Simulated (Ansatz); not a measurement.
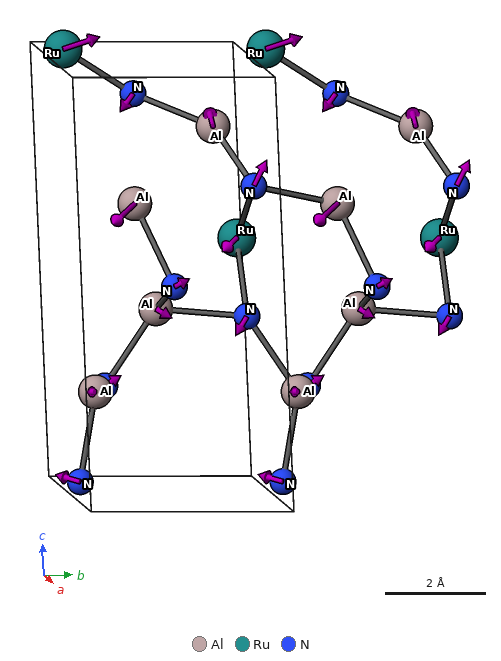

A relaxation of solid Al$_{2}$RuN$_{3}$ (a generated structure, set up in P1) (coarse preliminary run). The starting structure is drawn; purple arrows show the displacements (the part carried along by the change of the cell is left out), magnified 2 times.

A ball-and-stick model of the cell of the calculation, repeated 1 × 2 × 1 with one cell outlined, seen slightly off an axis.

All numbers below come from DFT PBE, scalar-relativistic, plane waves, PAW (Ansatz 0.2.0).

Input
```yaml
crystal:
  lattice:
    - [3.7067814361, 0.0, 0.0]
    - [-0.9667219092, 4.4496179926, 0.0]
    - [-1.6327805153, -0.7706089899, 8.5841304667]
  atoms:
    - { symbol: Al, position: [0.3375241373, 0.4952729458, 0.4127361106] }
    - { symbol: Al, position: [0.3446850501, 0.8151855005, 0.8334388348] }
    - { symbol: Al, position: [0.6280855916, 0.121069113, 0.2458908795] }
    - { symbol: Al, position: [0.7155746937, 0.3376107608, 0.6859671478] }
    - { symbol: Ru, position: [0.0759187434, 0.9627031495, 0.5543963016] }
    - { symbol: Ru, position: [0.0138558273, 0.1585968948, 0.9842611996] }
    - { symbol: "N", position: [0.0121614175, 0.4947949947, 0.8812181241] }
    - { symbol: "N", position: [0.9169920399, 0.4748547343, 0.5113152537] }
    - { symbol: "N", position: [0.1545174868, 0.2646062626, 0.2203595217] }
    - { symbol: "N", position: [0.7356786361, 0.9244219276, 0.7277786564] }
    - { symbol: "N", position: [0.5160897598, 0.0499366384, 0.0296053598] }
    - { symbol: "N", position: [0.5489166165, 0.9009470781, 0.4130326106] }
basis:
  ecutwfc: 420
kpoints:
  mp_grid: { grid: [6, 4, 2] }
hamiltonian:
  xc: pbe
scf:
  occupations: { method: gaussian, width: 0.1 }
  lower_state_search: "off"
output:
  forces: true
  stress: true
  eigenvalues: true
relax:
  adjacent_minimum: "off"
  f_tol: 0.04
  max_steps: 70
  cell: { stress_tol: 0.4 }
```

Launched with:
```bash
ansatz run input.yaml --threads 1 --pin off --max-ram 2560MiB --backend cpu --events-out ev --progress --plain --runs-dir out
```

**Atoms of which element are displaced furthest, and by how much?**

Aluminium: up to 0.65 Å, against 0.43 Å for ruthenium.

**What did the optimiser do to the structure, and how much energy did it gain?**

The energy falls by 229 meV per atom in 14 accepted moves (18 points after the start). Largest force component: 0.95 eV/Å at the start, 0.026 eV/Å at the end. The pressure goes from 1.56 to 0.14 GPa. The line search rejected the trial steps at points 7, 10 of the run. At 2 points the geometry stayed and the basis and grid were re-selected for the new cell (energy shift of 21.0 meV per atom at most each time). Al4 moves most relative to the cell: 0.65 Å roughly along [3 −1 0]. By element the largest moves are Al 0.65 Å, Ru 0.43 Å, N 0.31 Å. Cell: a 3.707 → 3.144 Å (−15.2 %), b 4.553 → 5.524 Å (+21.3 %), c 8.772 → 8.982 Å (+2.4 %), α 92.7° → 90.7°, β 100.7° → 99.9°, γ 102.3° → 106.8°. Volume +3.7 %. Near-neighbour distances that change, for instance: Ru5–N8 2.552 → 3.458 Å, Al2–N10 2.438 → 1.902 Å, Ru5–N10 2.140 → 2.472 Å, Al2–Ru6 2.632 → 2.943 Å. Bonds break, among them: Ru5–N8 (2.55 → 3.46 Å). Among the angles between lasting bonds that change: N8–Al4–N10 115.1° → 156.3°, Ru6–N11–Ru6 141.4° → 102.3°, N11–Ru6–N11 141.4° → 102.3°. The space group stays P1 (No. 1).
